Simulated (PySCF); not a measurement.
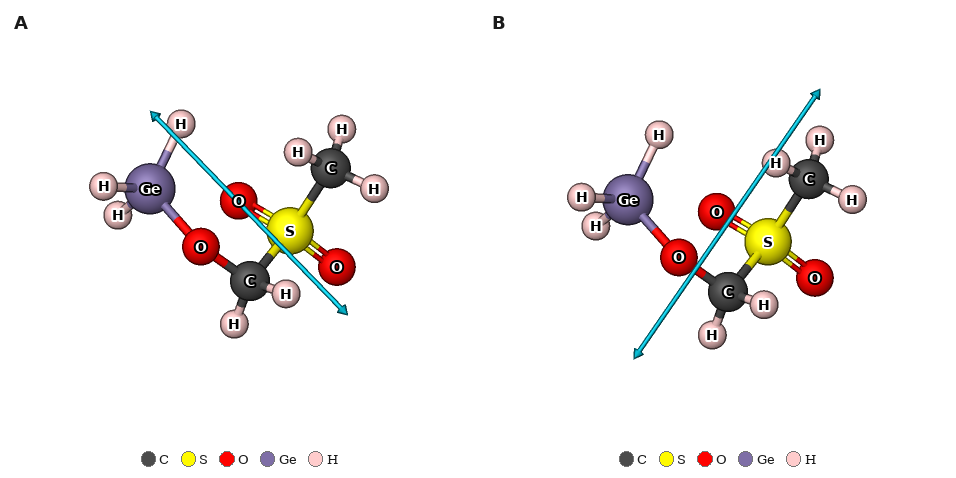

The double arrows show the directions of two transition dipoles from the ground state (lengths mean nothing). Computed geometry: GFN2-xTB optimisation. No frequency run is at hand to confirm it as a minimum. Method: TDDFT PBE0/def2-SVPD, vertical, gas phase, core orbitals frozen in the response (PySCF 2.14.0).

### One belongs to singlet state 2 and one to singlet state 3. Which is which?

A: state 3, 7.29 eV (170 nm), oscillator strength 0.019, mainly HOMO−1 → LUMO (weight 0.62).
B: state 2, 7.25 eV (171 nm), oscillator strength 0.016, mainly HOMO → LUMO+1 (weight 0.58).

The geometry is semi-empirical. Around Ge such bond lengths and angles can be off by a tenth of an ångström or more and by several degrees, and values that hang on the shape move with them.
